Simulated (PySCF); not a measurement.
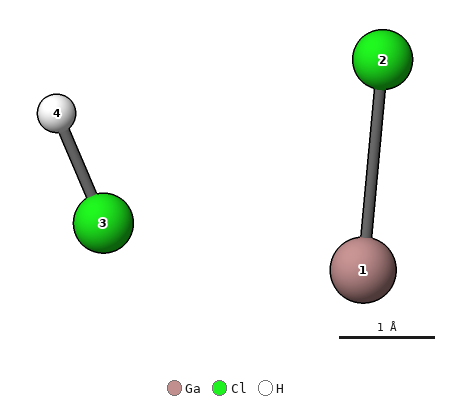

*The input geometry (ball-and-stick view, seen on its broad side; atoms are numbered from 1 in the order of the input). Sticks mark near contacts.*

# Run report: GaHCl$_{2}$, geometry relaxation

- system: GaHCl$_{2}$, SMILES [Cl][Ga].Cl
- method: PBE0-D3(BJ)/def2-TZVPD geometry optimisation, gas phase (PySCF 2.14.0)

## The input
```
{"job": {"xc": "PBE0", "basis": "def2-TZVPD", "d3": "d3bj", "grid": 3, "kind": "geom", "shake": 0.01}, "charge": 0, "multiplicity": 1, "parts": [{"atoms": "0-1", "charge": 0, "multiplicity": 1}, {"atoms": "2-3", "charge": 0, "multiplicity": 1}]}
Ga     0.554800    -1.030902    -0.072596
Cl    -0.600707     0.882234     0.097315
Cl     1.862101     0.254845    -2.171497
H      1.627178     1.447311    -2.514853
```

The first line tells a small driver script what to run in PySCF; the rest is the geometry in Å.

Launched with:
```bash
OMP_NUM_THREADS=1 python <driver script> task.json out
```

## Output
```
step   0  E = -2845.39532758  max force = 0.013709
step   1  E = -2845.39992571  max force = 0.005235
step   2  E = -2845.40148426  max force = 0.001635
step   3  E = -2845.40207877  max force = 0.001241
step   4  E = -2845.40249703  max force = 0.001209
step   5  E = -2845.40297430  max force = 0.001497
step   6  E = -2845.40272825  max force = 0.004149
step   7  E = -2845.40361216  max force = 0.000976
step   8  E = -2845.40372832  max force = 0.000608
step   9  E = -2845.40385299  max force = 0.000691
step  10  E = -2845.40391820  max force = 0.000708
step  11  E = -2845.40026653  max force = 0.008987
step  12  E = -2845.40410598  max force = 0.000737
step  13  E = -2845.40414403  max force = 0.000357
step  14  E = -2845.40419243  max force = 0.000174
step  15  E = -2845.40419730  max force = 0.000167
optimisation converged
```

## Trajectory as extended XYZ (Å, eV, eV/Å), 16 frames, from step=0 to step=15
```
4
Properties=species:S:1:pos:R:3:forces:R:3 step=0 energy=-77427.15064
Ga    0.5548   -1.0309   -0.0726   -0.2158  -0.0888   0.2761
Cl   -0.6007    0.8822    0.0973   -0.1227   0.0295   0.1169
Cl    1.8621    0.2549   -2.1715    0.6100  -0.6457  -0.3264
H     1.6272    1.4473   -2.5149   -0.2715   0.7050  -0.0666
4
Properties=species:S:1:pos:R:3:forces:R:3 step=1 energy=-77427.27576
Ga    0.5068   -1.0227   -0.0263   -0.0532  -0.1118   0.1159
Cl   -0.6281    0.8963    0.1200   -0.0574   0.0944   0.0113
Cl    1.9918    0.2344   -2.2982    0.1154   0.2692  -0.2544
H     1.5729    1.4454   -2.4571   -0.0048  -0.2518   0.1272
4
Properties=species:S:1:pos:R:3:forces:R:3 step=2 energy=-77427.31817
Ga    0.4662   -1.0412    0.0259   -0.0190  -0.0130   0.0254
Cl   -0.6331    0.9077    0.1201    0.0051   0.0298  -0.0197
Cl    2.0765    0.2619   -2.4008    0.0634   0.0408  -0.0841
H     1.5337    1.4251   -2.4068   -0.0494  -0.0577   0.0784
4
Properties=species:S:1:pos:R:3:forces:R:3 step=3 energy=-77427.33435
Ga    0.4445   -1.0457    0.0499   -0.0013   0.0044  -0.0028
Cl   -0.6251    0.9231    0.1048    0.0293   0.0144  -0.0370
Cl    2.1357    0.2890   -2.4744    0.0344  -0.0174  -0.0240
H     1.4882    1.3872   -2.3419   -0.0624  -0.0013   0.0638
4
Properties=species:S:1:pos:R:3:forces:R:3 step=4 energy=-77427.34573
Ga    0.4270   -1.0487    0.0677    0.0133   0.0018  -0.0165
Cl   -0.5977    0.9456    0.0660    0.0419   0.0131  -0.0496
Cl    2.1843    0.3309   -2.5426    0.0069  -0.0298   0.0110
H     1.4297    1.3258   -2.2528   -0.0622   0.0149   0.0551
4
Properties=species:S:1:pos:R:3:forces:R:3 step=5 energy=-77427.35872
Ga    0.4099   -1.0526    0.0842    0.0249  -0.0168  -0.0178
Cl   -0.5362    0.9801   -0.0135    0.0490   0.0238  -0.0631
Cl    2.2177    0.4072   -2.6099    0.0030  -0.0467   0.0226
H     1.3519    1.2189   -2.1225   -0.0770   0.0397   0.0583
4
Properties=species:S:1:pos:R:3:forces:R:3 step=6 energy=-77427.35202
Ga    0.3650   -1.0522    0.1224    0.0116  -0.0897   0.0378
Cl   -0.3344    1.0550   -0.2560   -0.0233   0.0140   0.0112
Cl    2.1787    0.6684   -2.6888    0.2133  -0.1370  -0.1543
H     1.2340    0.8824   -1.8391   -0.2017   0.2127   0.1052
4
Properties=species:S:1:pos:R:3:forces:R:3 step=7 energy=-77427.37607
Ga    0.3873   -1.0641    0.1095    0.0272  -0.0350  -0.0096
Cl   -0.4158    1.0212   -0.1575    0.0319   0.0299  -0.0502
Cl    2.2081    0.5277   -2.6538   -0.0290  -0.0251   0.0412
H     1.2638    1.0687   -1.9598   -0.0301   0.0302   0.0186
4
Properties=species:S:1:pos:R:3:forces:R:3 step=8 energy=-77427.37923
Ga    0.3916   -1.0687    0.1076    0.0290  -0.0230  -0.0181
Cl   -0.3985    1.0217   -0.1764    0.0136   0.0312  -0.0312
Cl    2.1960    0.5192   -2.6375   -0.0181  -0.0220   0.0284
H     1.2543    1.0813   -1.9553   -0.0246   0.0138   0.0209
4
Properties=species:S:1:pos:R:3:forces:R:3 step=9 energy=-77427.38263
Ga    0.4115   -1.0713    0.0882    0.0298   0.0074  -0.0355
Cl   -0.3654    1.0281   -0.2155   -0.0304   0.0281   0.0177
Cl    2.1663    0.4971   -2.5971    0.0142  -0.0209  -0.0050
H     1.2309    1.0996   -1.9372   -0.0137  -0.0147   0.0229
4
Properties=species:S:1:pos:R:3:forces:R:3 step=10 energy=-77427.38440
Ga    0.4273   -1.0643    0.0680    0.0255   0.0171  -0.0364
Cl   -0.3695    1.0333   -0.2140   -0.0254   0.0179   0.0184
Cl    2.1588    0.4824   -2.5828    0.0081  -0.0168  -0.0001
H     1.2267    1.1022   -1.9329   -0.0082  -0.0182   0.0181
4
Properties=species:S:1:pos:R:3:forces:R:3 step=11 energy=-77427.28503
Ga    0.6822   -0.9106   -0.2815   -0.2434  -0.3861   0.4621
Cl   -0.4316    1.0916   -0.1770    0.0857   0.0746  -0.1233
Cl    2.0195    0.2508   -2.3346    0.2395   0.2540  -0.3799
H     1.1733    1.1218   -1.8685   -0.0818   0.0575   0.0411
4
Properties=species:S:1:pos:R:3:forces:R:3 step=12 energy=-77427.38951
Ga    0.5579   -0.9903   -0.1086   -0.0204  -0.0336   0.0379
Cl   -0.4082    1.0703   -0.1913    0.0238   0.0043  -0.0242
Cl    2.0970    0.3670   -2.4663    0.0137   0.0215  -0.0215
H     1.1967    1.1065   -1.8953   -0.0172   0.0079   0.0079
4
Properties=species:S:1:pos:R:3:forces:R:3 step=13 energy=-77427.39055
Ga    0.4881   -1.0299   -0.0150    0.0111   0.0116  -0.0184
Cl   -0.3840    1.0564   -0.2090   -0.0020   0.0002   0.0034
Cl    2.1329    0.4393   -2.5359   -0.0023  -0.0149   0.0108
H     1.2063    1.0877   -1.9017   -0.0068   0.0031   0.0041
4
Properties=species:S:1:pos:R:3:forces:R:3 step=14 energy=-77427.39186
Ga    0.5138   -1.0178   -0.0486    0.0060   0.0038  -0.0089
Cl   -0.3853    1.0635   -0.2106   -0.0046   0.0038   0.0045
Cl    2.1175    0.4153   -2.5087    0.0049  -0.0085   0.0005
H     1.1974    1.0926   -1.8937   -0.0063   0.0010   0.0039
4
Properties=species:S:1:pos:R:3:forces:R:3 step=15 energy=-77427.39200
Ga    0.5331   -1.0065   -0.0755   -0.0020  -0.0086   0.0062
Cl   -0.3897    1.0695   -0.2076    0.0030   0.0031  -0.0036
Cl    2.1085    0.3987   -2.4911    0.0021   0.0021  -0.0023
H     1.1914    1.0918   -1.8873   -0.0031   0.0034  -0.0003
```

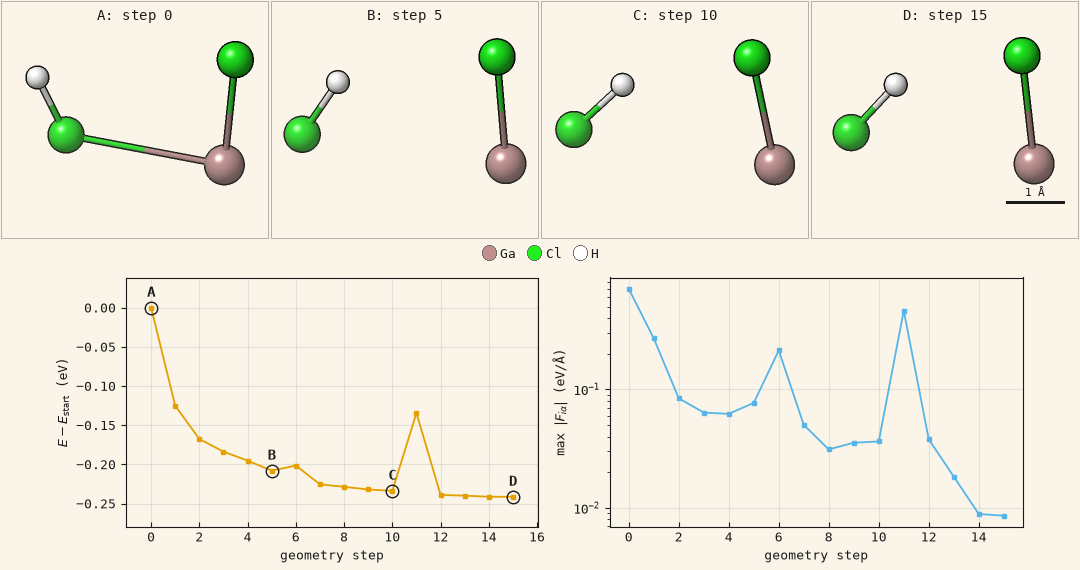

*Frames of the relaxation (ball-and-stick view, seen at a tilt) above the curves, on which the letters mark them (steps are counted from 0).*

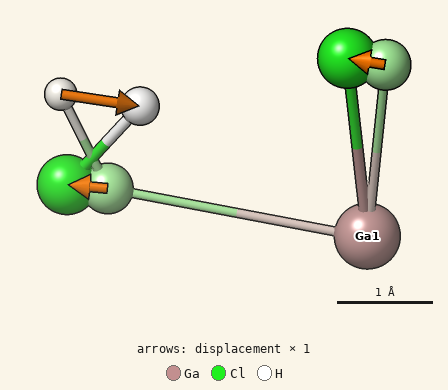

*Start (faint) and end (solid) with the displacements as orange arrows, at true length (ball-and-stick view, seen at a tilt). The two geometries are laid on each other by the best rigid fit.*

H4 moves most after the best rigid fit: 0.84 Å. By element the largest moves are H 0.84 Å, Cl 0.43 Å, Ga 0.02 Å. Among the contacts that change: Ga1–Cl3 2.787 → 3.208 Å, Cl3–H4 1.263 → 1.298 Å, Ga1–Cl2 2.241 → 2.276 Å. After 15 geometry steps the energy has fallen by 0.241 eV. The largest force component goes from 0.7 to 0.0086 eV/Å. (Atoms are counted from 1 in the order of the input.)

## Key numbers

```tsv
quantity	value
outcome	converged
total energy	−2845.404197 hartree
dipole moment	2.07 D
point group	Cs
hardware	1 CPU thread, shared host
wall time	1.9 min
peak memory	0.61 GiB
```
